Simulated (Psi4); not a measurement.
# CCSD(T)/def2-SVPD (core potential) run of CH2InN (SMILES N#[C][InH2])

Aim: the energy change on altering one bond length of CH2InN at CCSD(T)/def2-SVPD (core potential), from 2 runs. 

The calculation is run with Psi4 1.11.

1 further run of the same task is left out (set aside as unsound or not needed).

## 1. The molecule

CH2InN has 5 atoms, charge 0, and is taken as a singlet. SMILES: `N#[C][InH2]`. The shape is that of a PBE0-D4/def2-TZVP optimisation.

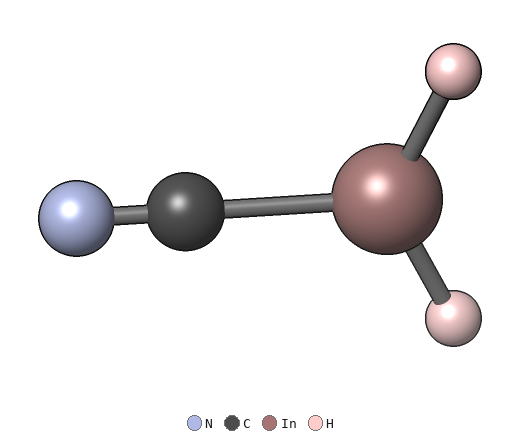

The structure, seen from a chosen angle (nitrogen light blue, carbon dark grey, indium brown, hydrogen pink).

## 2. A single-point energy at CCSD(T)/def2-SVPD (core potential)

ch2inn.in

```
memory 1.6 GB

molecule m {
  0 1
  N      0.144900    -1.912500     1.592000
  C      0.082200    -1.031400     0.848900
  In    -0.033600     0.599300    -0.526000
  H     -1.022800     0.306000    -1.881900
  H      0.879300     1.965100    -0.074400
  symmetry c1
}

set {
  basis def2-SVPD
  puream true
  e_convergence 1e-09
  d_convergence 1e-08
  scf_type pk
  num_frozen_docc 6
}

E, wfn = energy('ccsd(t)', return_wfn=True)
```

Command:

```
$ psi4 ch2inn.in ch2inn.out -n 1
```

ch2inn.out, cut to the lines that bear on the results:

```text
[...]
    !!!  WARNING: ECP capability is in beta. Please check occupations closely.  !!!
[...]
  Running in c1 symmetry.
[...]
  Nuclear repulsion =   91.016401269210164
[...]
  Multiplicity = 1
[...]
  Nalpha       = 18
  Nbeta        = 18
[...]
    Number of basis functions: 88
[...]
   @RHF iter   1:  -282.54868327837943   -1.75785e+00   3.00865e-03 DIIS/ADIIS
[...]
   @RHF iter  12:  -282.58667620004076   -2.04636e-12   4.73485e-09 DIIS
[...]
    Orbital Energies [Eh]
    ---------------------
    Doubly Occupied:
       1A    -15.567533     2A    -11.244563     3A     -5.430016
       4A     -3.691150     5A     -3.683511     6A     -3.680939
       7A     -1.190658     8A     -1.079909     9A     -1.073058
      10A     -1.071568    11A     -1.069453    12A     -1.066826
      13A     -0.662641    14A     -0.558796    15A     -0.485188
      16A     -0.476138    17A     -0.465330    18A     -0.438847
[...]
  @RHF Final Energy:  -282.58667620004076
   => Energetics <=
    Nuclear Repulsion Energy =             91.0164012692101636
    One-Electron Energy =                -641.3339065474024210
    Two-Electron Energy =                 267.7308290781514870
    Total Energy =                       -282.5866762000407562
[...]
 Multipole Moments:
 ------------------------------------------------------------------------------------
     Multipole            Electronic (a.u.)      Nuclear  (a.u.)        Total (a.u.)
 ------------------------------------------------------------------------------------
 L = 1.  Multiply by 2.5417464519 to convert [e a0] to [Debye]
 Dipole X            :         -1.8139900            1.7154038           -0.0985862
 Dipole Y            :         25.5356421          -24.1470439            1.3885983
 Dipole Z            :        -21.5314177           20.3605645           -1.1708532
 Magnitude           :                                                    1.8190167
[...]
      * MP2 total energy                      = -282.971637731261183
[...]
      * CCSD total energy                     = -282.992286242634123
[...]
      * CCSD(T) total energy                  = -283.009971485141762
[...]
```

Wall time 31 s (1 thread of Intel Xeon Platinum 8488C (Sapphire Rapids), shared host); peak memory 0.56 GiB.

## 3. The distorted shape, same level

calc.in

```
memory 1600 mb

molecule {
  N      0.162269    -2.157090     1.798222
  C      0.099569    -1.275990     1.055122
  In    -0.033600     0.599300    -0.526000
  H     -1.022800     0.306000    -1.881900
  H      0.879300     1.965100    -0.074400
  symmetry c1
}

set {
  basis           def2-SVPD
  puream          true
  e_convergence   1e-09
  d_convergence   1e-08
  scf_type        pk
  num_frozen_docc 6
}

result, w = energy('ccsd(t)', return_wfn=True)
print_variables()
```

Command:

```
$ psi4 -n 1 calc.in calc.out
```

calc.out, cut to the lines that bear on the results:

```text
[...]
    !!!  WARNING: ECP capability is in beta. Please check occupations closely.  !!!
[...]
  Running in c1 symmetry.
[...]
  Nuclear repulsion =   84.575672567890365
[...]
  Multiplicity = 1
[...]
  Nalpha       = 18
  Nbeta        = 18
[...]
    Number of basis functions: 88
[...]
   @RHF iter   1:  -282.53671861662292   -1.82591e+00   3.09226e-03 ADIIS/DIIS
[...]
   @RHF iter  11:  -282.57456113230978   -4.57590e-11   7.87539e-09 DIIS
[...]
    Orbital Energies [Eh]
    ---------------------
    Doubly Occupied:
       1A    -15.541277     2A    -11.232827     3A     -5.447124
       4A     -3.708266     5A     -3.700260     6A     -3.698041
       7A     -1.167178     8A     -1.094485     9A     -1.089318
      10A     -1.085910    11A     -1.083567    12A     -1.083317
      13A     -0.622373    14A     -0.553286    15A     -0.471555
      16A     -0.465451    17A     -0.442372    18A     -0.438625
[...]
  @RHF Final Energy:  -282.57456113230978
   => Energetics <=
    Nuclear Repulsion Energy =             84.5756725678903649
    One-Electron Energy =                -628.4500044645960770
    Two-Electron Energy =                 261.2997707643959302
    Total Energy =                       -282.5745611323097819
[...]
 Multipole Moments:
 ------------------------------------------------------------------------------------
     Multipole            Electronic (a.u.)      Nuclear  (a.u.)        Total (a.u.)
 ------------------------------------------------------------------------------------
 L = 1.  Multiply by 2.5417464519 to convert [e a0] to [Debye]
 Dipole X            :         -2.0648236            1.9271173           -0.1377063
 Dipole Y            :         29.0676870          -27.1283909            1.9392961
 Dipole Z            :        -24.5094187           22.8742378           -1.6351810
 Magnitude           :                                                    2.5404033
[...]
      * MP2 total energy                      = -282.957797122278294
[...]
      * CCSD total energy                     = -282.979590344345468
[...]
      * CCSD(T) total energy                  = -282.997566480917953
[...]
```

It took 29 s on 1 thread of Intel Xeon Platinum 8488C (Sapphire Rapids), shared host; peak memory 0.56 GiB.

## 4. Outcome

Level: CCSD(T)/def2-SVPD (core potential), 6 core orbitals frozen.

| quantity | value |
| --- | --- |
| first shape: total energy | -283.00997 Eh |
| first shape: HOMO energy (Hartree–Fock orbitals) | -11.94 eV |
| first shape: LUMO energy (Hartree–Fock orbitals) | -0.02 eV |
| first shape: HOMO–LUMO gap (Hartree–Fock orbitals) | 11.93 eV |
| first shape: correlation energy (6 core orbitals frozen) | -423.3 mEh |
| first shape: (T) correction | -17.69 mEh |
| first shape: T1 diagnostic | 0.012 |
| distorted shape: total energy | -282.99757 Eh |
| distorted shape: HOMO energy (Hartree–Fock orbitals) | -11.94 eV |
| distorted shape: LUMO energy (Hartree–Fock orbitals) | -0.22 eV |
| distorted shape: HOMO–LUMO gap (Hartree–Fock orbitals) | 11.71 eV |
| distorted shape: correlation energy (6 core orbitals frozen) | -423.0 mEh |
| distorted shape: (T) correction | -17.98 mEh |
| distorted shape: T1 diagnostic | 0.013 |
| energy change with the C2–In3 bond stretched from 2.136 to 2.457 Å | 0.338 eV |

In words: With the C2–In3 bond stretched from 2.136 to 2.457 Å the energy rises by 0.34 eV (7.8 kcal/mol). The first shape isn't relaxed at this level, so the change isn't measured from a minimum. The triples (first shape) make up 4.2 % of the correlation energy. The triples (distorted shape) make up 4.2 % of the correlation energy.
